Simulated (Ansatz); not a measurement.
**GeNH (singlet): density functionals in def2-QZVPP**

Aim: run GeNH (singlet) with a set of functionals in one basis and compare levels, spin and time.

Method: def2-QZVPP, all electrons in the functionals, frozen cores in the correlation of double hybrids and RPA; program: Ansatz 0.2.0, Gaussian basis.

To be run: PBE, BLYP, r2SCAN, B97M-V, PBE0, B3LYP, wB97M-V, B2PLYP.

2 further runs of the same task are left out: 2 set aside as unsound or not needed.

### Step 1. The geometry

The geometry is a PBE0/def2-TZVP stationary point (not a proven minimum). No spin-orbit coupling is included. The filled d shell of Ge may be among the frozen orbitals whatever the setting's name suggests; the logs give the count.

3 atoms, charge 0, spin multiplicity 1.

Atoms are counted from 1 here; the program's logs count them from 0.

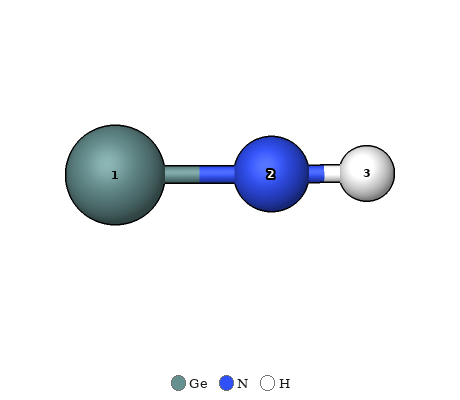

The structure; germanium teal, nitrogen blue, hydrogen white; atoms are numbered from 1 in the order of the file.

No dispersion term is added; B97M-V, wB97M-V hold VV10 nonlocal correlation. B3LYP takes the VWN-RPA correlation.

### Step 2. PBE (restricted)

Contents of in.yaml:

```yaml
crystal:
  periodic: [false, false, false]
  atoms:
    - {symbol: Ge, position_ang: [0.000000, 0.000000, 1.430501]}
    - {symbol: N, position_ang: [0.000000, 0.000000, -0.213910]}
    - {symbol: H, position_ang: [0.000000, 0.000000, -1.216591]}
basis:
  gaussian: {orbitals: "def2-QZVPP.json"}
hamiltonian: {xc: {name: PBE}}
output: {orbitals: {seedname: orbitals}}
```

Started as:

```console
$ ansatz run in.yaml --threads 2 --pin off --events-out ev --progress --plain --max-ram 24576MiB --backend cuda --devices 0, --max-vram 18GiB
```

The program printed:

```text
Functional definition: PBE
  name "PBE"
  cite "Perdew, Burke & Ernzerhof, Phys. Rev. Lett. 77, 3865 (1996) doi:10.1103/PhysRevLett.77.3865"
  parent pbe
  parameter kappa = 0.804
  parameter beta = 0.06672455060314922
  exchange = pbe_x(kappa = kappa, mu = beta*pi^2/3)
  correlation = pbe_c(beta = beta)
738 factors; their error is unknown
mean field evaluation 1: about -57998.0962 eV, gradient 9.4e1 eV
mean field evaluation 2: about -57879.0190 eV, gradient 1.8e2 eV
mean field evaluation 4: about -58015.3993 eV, gradient 1.2e1 eV
mean field evaluation 8: about -58015.7235 eV, gradient 5.1e-1 eV
mean field evaluation 16: about -58015.7141 eV, gradient 2.2e-5 eV
mean field -58015.71412079 eV, -2132.0381694756 hartree, gradient 4.5e-5 eV, S^2 0.000000; 0 other end points of the search recorded, 0 dependent functions left out
reference -58015.71415050 eV, -2132.0381705674 hartree; 20, 20 occupied and 156, 156 virtual orbitals, 738 factors
Total energy: -58015.71415050 eV, -2132.0381705674 hartree
```

It took 3.5 s on 1 × H100 (card shared with other runs) with 2 threads of AMD EPYC 7R13, shared host; peak host memory 0.77 GiB.

### Step 3. BLYP (restricted)

Changes to in.yaml since step 2:

```diff
@@ -8,3 +8,2 @@
   gaussian: {orbitals: "def2-QZVPP.json"}
-hamiltonian: {xc: {name: PBE}}
-output: {orbitals: {seedname: orbitals}}
+hamiltonian: {xc: {name: BLYP}}
```

The command is unchanged.

The program printed:

```text
Functional definition: BLYP
  name "BLYP"
  cite "Becke, Phys. Rev. A 38, 3098 (1988) doi:10.1103/PhysRevA.38.3098"
  cite "Lee, Yang & Parr, Phys. Rev. B 37, 785 (1988) doi:10.1103/PhysRevB.37.785"
  parameter beta = 0.0042
  parameter a = 0.04918
  parameter b = 0.132
  parameter c = 0.2533
  parameter d = 0.349
  exchange = b88_x(beta = beta)
  correlation = lyp_c(a = a, b = b, c = c, d = d)
738 factors; their error is unknown
mean field evaluation 1: about -58008.4990 eV, gradient 9.8e1 eV
mean field evaluation 2: about -57883.7140 eV, gradient 1.9e2 eV
mean field evaluation 4: about -58027.1466 eV, gradient 1.3e1 eV
mean field evaluation 8: about -58027.5289 eV, gradient 6.1e-1 eV
mean field evaluation 16: about -58027.5195 eV, gradient 9.2e-5 eV
mean field -58027.51952636 eV, -2132.4720101284 hartree, gradient 1.2e-5 eV, S^2 0.000000; 0 other end points of the search recorded, 0 dependent functions left out
reference -58027.51976835 eV, -2132.4720190213 hartree; 20, 20 occupied and 156, 156 virtual orbitals, 738 factors
Total energy: -58027.51976835 eV, -2132.4720190213 hartree
```

Wall time 2.9 s (1 × H100 (card shared with other runs) with 2 threads of AMD EPYC 7R13, shared host); peak host memory 0.77 GiB.

### Step 4. r2SCAN (restricted)

Changes to in.yaml since step 3:

```diff
@@ -8,2 +8,2 @@
   gaussian: {orbitals: "def2-QZVPP.json"}
-hamiltonian: {xc: {name: BLYP}}
+hamiltonian: {xc: {name: r2SCAN}}
```

Same command.

The program printed:

```text
Functional definition: r2SCAN
  name "r2SCAN"
  cite "Furness, Kaplan, Ning, Perdew & Sun, J. Phys. Chem. Lett. 11, 8208 (2020) doi:10.1021/acs.jpclett.0c02405"
  cite "Furness, Kaplan, Ning, Perdew & Sun, J. Phys. Chem. Lett. 11, 9248 (2020) doi:10.1021/acs.jpclett.0c03077"
  parent r2scan
  parameter k0 = 0.174
  parameter k1 = 0.065
  parameter a1 = 4.9479
  exchange = r2scan_x(k0 = k0, k1 = k1, a1 = a1)
  correlation = r2scan_c
738 factors; their error is unknown
mean field evaluation 1: about -58009.7507 eV, gradient 8.5e1 eV
mean field evaluation 2: about -57908.2466 eV, gradient 1.7e2 eV
mean field evaluation 4: about -58024.4627 eV, gradient 1.0e1 eV
mean field evaluation 8: about -58024.6486 eV, gradient 1.3e-1 eV
mean field evaluation 16: about -58024.6419 eV, gradient 3.1e-5 eV
mean field -58024.64187665 eV, -2132.3662584519 hartree, gradient 3.1e-5 eV, S^2 0.000000; 0 other end points of the search recorded, 0 dependent functions left out
reference -58024.64188600 eV, -2132.3662587955 hartree; 20, 20 occupied and 156, 156 virtual orbitals, 738 factors
Total energy: -58024.64188600 eV, -2132.3662587955 hartree
```

It took 6 s on 1 × H100 (card shared with other runs) with 2 threads of AMD EPYC 7R13, shared host; peak host memory 0.78 GiB.

### Step 5. B97M-V (restricted)

Changes to in.yaml since step 4:

```diff
@@ -8,2 +8,2 @@
   gaussian: {orbitals: "def2-QZVPP.json"}
-hamiltonian: {xc: {name: r2SCAN}}
+hamiltonian: {xc: {name: B97M-V}}
```

Same command.

The program printed (excerpt; [...] marks lines left out):

```text
Functional definition: B97M-V
  name "B97M-V"
  cite "Mardirossian & Head-Gordon, J. Chem. Phys. 142, 074111 (2015) doi:10.1063/1.4907719"
  cite "Becke, J. Chem. Phys. 107, 8554 (1997) doi:10.1063/1.475007"
  cite "Vydrov & Van Voorhis, J. Chem. Phys. 133, 244103 (2010) doi:10.1063/1.3521275"
  # Of w^i u^j: cxij and so on, Table III.
[...]
  gx(w, u) = cx00 + cx01*u + cx02*u^2 + (cx10 + cx11*u)*w
  gss(w, u) = css00 + css02*u^2 + css10*w + (css32*w^3 + css42*w^4)*u^2
  gos(w, u) = cos00 + cos01*u + cos03*u^3 + cos10*w + cos32*w^3*u^2
[...]
      + integral(e_c_pw_mod_opposite_spin*gos(b97_w_opposite, b97_u_opposite)) + vv10(b, c)
738 factors; their error is unknown
[...]
mean field -58014.72033809 eV, -2132.0016486350 hartree, gradient 3.4e-5 eV, S^2 0.000000; 0 other end points of the search recorded, 0 dependent functions left out
reference -58014.72038251 eV, -2132.0016502676 hartree; 20, 20 occupied and 156, 156 virtual orbitals, 738 factors
Total energy: -58014.72038251 eV, -2132.0016502676 hartree
```

Run time: 3.9 s. Hardware: 1 × H100 (card shared with other runs) with 2 threads of AMD EPYC 7R13, shared host; peak host memory 0.8 GiB.

### Step 6. PBE0 (restricted)

Changes to in.yaml since step 5:

```diff
@@ -8,2 +8,3 @@
   gaussian: {orbitals: "def2-QZVPP.json"}
-hamiltonian: {xc: {name: B97M-V}}
+hamiltonian: {xc: {name: PBE0}}
+output: {orbitals: {seedname: orbitals}}
```

Launched as before.

The program printed:

```text
Functional definition: PBE0
  name "PBE0"
  cite "Adamo & Barone, J. Chem. Phys. 110, 6158 (1999) doi:10.1063/1.478522"
  cite "Perdew, Burke & Ernzerhof, Phys. Rev. Lett. 77, 3865 (1996) doi:10.1103/PhysRevLett.77.3865"
  parent pbe
  parameter a = 0.25
  parameter kappa = 0.804
  parameter beta = 0.06672455060314922
  exchange = (1 - a)*pbe_x(kappa = kappa, mu = beta*pi^2/3) + a*exact_x
  correlation = pbe_c(beta = beta)
785 factors; their error is unknown
mean field evaluation 1: about -58004.0131 eV, gradient 7.9e1 eV
mean field evaluation 2: about -57923.6187 eV, gradient 1.6e2 eV
mean field evaluation 4: about -58016.5343 eV, gradient 8.4e0 eV
mean field evaluation 8: about -58016.6614 eV, gradient 3.0e-2 eV
mean field evaluation 16: about -58016.8047 eV, gradient 1.6e-5 eV
mean field -58016.80465120 eV, -2132.0782457291 hartree, gradient 1.6e-5 eV, S^2 0.000000; 0 other end points of the search recorded, 0 dependent functions left out
reference -58016.80467346 eV, -2132.0782465469 hartree; 20, 20 occupied and 156, 156 virtual orbitals, 785 factors
Total energy: -58016.80467346 eV, -2132.0782465469 hartree
```

Wall time 4.5 s (1 × H100 (card shared with other runs) with 2 threads of AMD EPYC 7R13, shared host); peak host memory 0.78 GiB.

### Step 7. B3LYP (restricted)

Changes to in.yaml since step 6:

```diff
@@ -8,3 +8,2 @@
   gaussian: {orbitals: "def2-QZVPP.json"}
-hamiltonian: {xc: {name: PBE0}}
-output: {orbitals: {seedname: orbitals}}
+hamiltonian: {xc: {name: B3LYP}}
```

Launched as before.

The program printed (excerpt; [...] marks lines left out):

```text
Functional definition: B3LYP
  name "B3LYP"
  cite "Stephens, Devlin, Chabalowski & Frisch, J. Phys. Chem. 98, 11623 (1994) doi:10.1021/j100096a001"
  cite "Becke, Phys. Rev. A 38, 3098 (1988) doi:10.1103/PhysRevA.38.3098"
  cite "Lee, Yang & Parr, Phys. Rev. B 37, 785 (1988) doi:10.1103/PhysRevB.37.785"
  cite "Vosko, Wilk & Nusair, Can. J. Phys. 58, 1200 (1980) doi:10.1139/p80-159"
[...]
785 factors; their error is unknown
[...]
mean field -58027.18509803 eV, -2132.4597201139 hartree, gradient 7.1e-5 eV, S^2 0.000000; 0 other end points of the search recorded, 0 dependent functions left out
reference -58027.18527658 eV, -2132.4597266753 hartree; 20, 20 occupied and 156, 156 virtual orbitals, 785 factors
Total energy: -58027.18527658 eV, -2132.4597266753 hartree
```

Run time: 4.9 s. Hardware: 1 × H100 (card shared with other runs) with 2 threads of AMD EPYC 7R13, shared host; peak host memory 0.78 GiB.

### Step 8. wB97M-V (restricted)

Changes to in.yaml since step 7:

```diff
@@ -8,2 +8,3 @@
   gaussian: {orbitals: "def2-QZVPP.json"}
-hamiltonian: {xc: {name: B3LYP}}
+hamiltonian: {xc: {name: wB97M-V}}
+output: {orbitals: {seedname: orbitals}}
```

The command is unchanged.

The program printed (excerpt; [...] marks lines left out):

```text
Functional definition: wB97M-V
  name "wB97M-V"
  cite "Mardirossian & Head-Gordon, J. Chem. Phys. 144, 214110 (2016) doi:10.1063/1.4952647"
  cite "Becke, J. Chem. Phys. 107, 8554 (1997) doi:10.1063/1.475007"
  cite "Vydrov & Van Voorhis, J. Chem. Phys. 133, 244103 (2010) doi:10.1063/1.3521275"
  # Of w^i u^j: cxij and so on, Table III.
[...]
  gx(w, u) = 1 - cx + cx01*u + cx10*w
  gss(w, u) = css00 + css04*u^4 + css10*w + css20*w^2 + css43*w^4*u^3
  gos(w, u) = cos00 + cos10*w + (cos20 + cos21*u)*w^2 + (cos60 + cos61*u)*w^6
[...]
      + integral(e_c_pw_mod_opposite_spin*gos(b97_w_opposite, b97_u_opposite)) + vv10(b, c)
773 factors; their error is unknown
146 factors; integrals over basis functions are off by at most 5.8e-5 eV
[...]
mean field -58022.16989865 eV, -2132.2754149359 hartree, gradient 8.2e-6 eV, S^2 0.000000; 0 other end points of the search recorded, 0 dependent functions left out
reference -58022.16993516 eV, -2132.2754162779 hartree; 20, 20 occupied and 156, 156 virtual orbitals, 773 factors
Total energy: -58022.16993516 eV, -2132.2754162779 hartree
```

Run time: 6.5 s. Hardware: 1 × H100 (card shared with other runs) with 2 threads of AMD EPYC 7R13, shared host; peak host memory 0.81 GiB.

### Step 9. B2PLYP (restricted)

Changes to in.yaml since step 8:

```diff
@@ -8,3 +8,3 @@
   gaussian: {orbitals: "def2-QZVPP.json"}
-hamiltonian: {xc: {name: wB97M-V}}
-output: {orbitals: {seedname: orbitals}}
+hamiltonian: {xc: {name: B2PLYP}}
+correlation: {electrons: outside_noble_gas}
```

The command is unchanged.

The program printed (excerpt; [...] marks lines left out):

```text
Functional definition: B2PLYP
  name "B2PLYP"
  cite "Grimme, J. Chem. Phys. 124, 034108 (2006) doi:10.1063/1.2148954"
  cite "Becke, Phys. Rev. A 38, 3098 (1988) doi:10.1103/PhysRevA.38.3098"
  cite "Lee, Yang & Parr, Phys. Rev. B 37, 785 (1988) doi:10.1103/PhysRevB.37.785"
[...]
1143 factors; integrals over basis functions are off by at most 1.3e-3 eV
[...]
mean field -58010.67834838 eV, -2131.8531082530 hartree, gradient 2.2e-6 eV, S^2 0.000000; 0 other end points of the search recorded, 0 dependent functions left out
15 core orbitals not correlated: weight in the atoms' cores, before any rotation towards them, 0.992 or more for the frozen orbitals, at most 0.005 for the correlated occupied ones
reference -58010.67846102 eV, -2131.8531123923 hartree; 5, 5 occupied and 156, 156 virtual orbitals, 1143 factors
second order -11.38218208 eV of doubles, -0.00000000 eV of singles
Total energy: -58013.75165018 eV, -2131.9660500108 hartree
```

Run time: 4.8 s. Hardware: 1 × H100 (card shared with other runs) with 2 threads of AMD EPYC 7R13, shared host; peak host memory 0.89 GiB.

### Step 10. Side by side

| functional | energy (eV) | ⟨S²⟩ | time |
| --- | --- | --- | --- |
| PBE | -58015.7142 | 0.000 | 3.5 s |
| BLYP | -58027.5198 | 0.000 | 2.9 s |
| r2SCAN | -58024.6419 | 0.000 | 6 s |
| B97M-V | -58014.7204 | 0.000 | 3.9 s |
| PBE0 | -58016.8047 | 0.000 | 4.5 s |
| B3LYP | -58027.1853 | 0.000 | 4.9 s |
| wB97M-V | -58022.1699 | 0.000 | 6.5 s |
| B2PLYP | -58013.7517 | 0.000 | 4.8 s |

Orbital levels of the runs that wrote orbitals: PBE HOMO -6.54, LUMO -2.13 eV; PBE0 HOMO -7.71, LUMO -1.36 eV; wB97M-V HOMO -9.96, LUMO 0.50 eV.

### Step 11. Results

```
                quantity                      value
spread of total energies                    13.8 eV
       quickest, slowest  BLYP 2.9 s, wB97M-V 6.5 s
```

**Reading.** Total energies of different functionals can't be ranked; only differences within one functional count.
